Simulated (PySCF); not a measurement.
Ga(Cl)(Me)(Vi), C₃H₆ClGa, SMILES [Ga]([CH]=C)([CH3])[Cl], singlet at its CAM-B3LYP/def2-SVP optimised geometry (Å):

```
11

Ga     0.3354     0.2799     0.0000
Cl     2.5031     0.2799     0.0000
C     -0.5179     2.0351     0.0000
H     -1.6144     1.9724     0.0351
H     -0.2253     2.5854    -0.9069
H     -0.1679     2.6182     0.8648
C     -0.4874    -1.4778    -0.0037
C     -1.8158    -1.6309     0.0019
H      0.1386    -2.3775    -0.0097
H     -2.2928    -2.6182     0.0004
H     -2.5031    -0.7770     0.0082
```

Method: CAM-B3LYP/def2-TZVP (PySCF).

Map of the electron localisation function on the plane z = 1.5 Å:

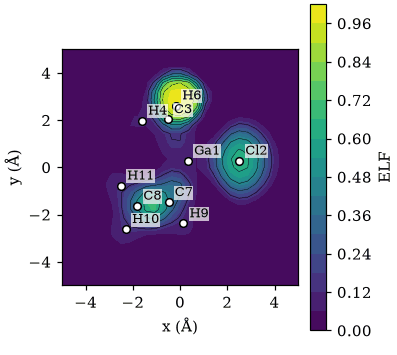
*Electron localisation function on the plane z = 1.5 Å.*
